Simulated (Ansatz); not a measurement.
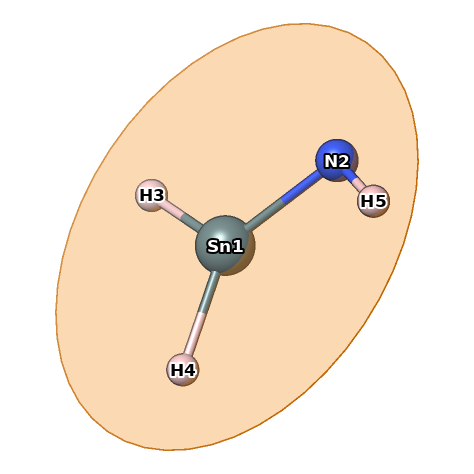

A disc through the centre of mass is drawn in. Atoms fade into the background with distance from the viewer. The geometry was computed by an optimisation with PBE0-D4/def2-TZVP.

Is the plane of the disc a mirror plane of the structure?

Answer. Yes. The reflection leaves Sn1, N2, H3, H4, H5 in place. The point group is Cs.
